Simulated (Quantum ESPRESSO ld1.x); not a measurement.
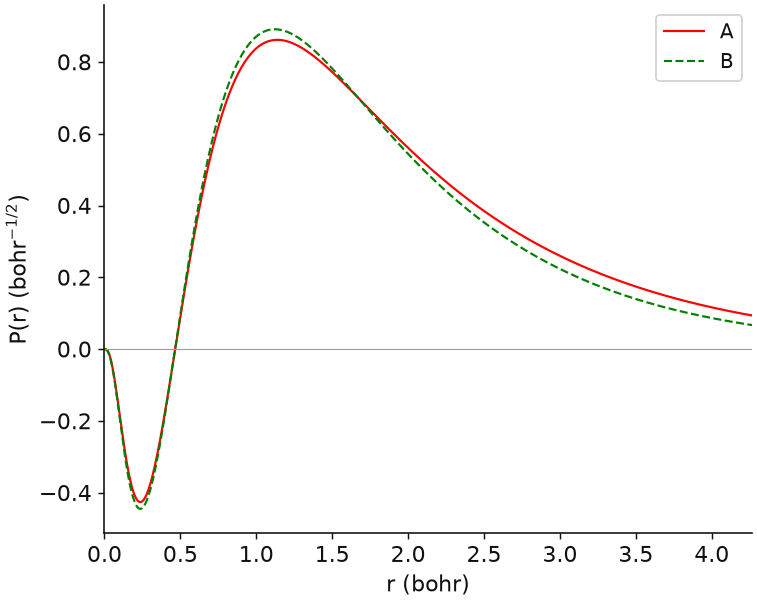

The neutral rhodium atom was computed in two configurations: [Kr] 4d6 5s2 5p1 (4d3/2: 4, 4d5/2: 2, 5p1/2: 1); [Kr] 4d7 5s2 (4d3/2: 4, 4d5/2: 3). The calculation used Quantum ESPRESSO ld1.x 7.5 at this level: Dirac Kohn-Sham, PBEsol, spin-unpolarised, spherical densities, point nucleus.

The plot shows P(r) = r R(r) of the 4d5/2 orbital in both runs (large components where relativistic).

Which curve belongs to which run?

A is [Kr] 4d7 5s2 (4d3/2: 4, 4d5/2: 3) (⟨r⟩ = 1.52 bohr, eigenvalue −8.47 eV); B is [Kr] 4d6 5s2 5p1 (4d3/2: 4, 4d5/2: 2, 5p1/2: 1) (⟨r⟩ = 1.44 bohr, eigenvalue −12.8 eV). The orbital is smaller where the other electrons screen the nucleus less.
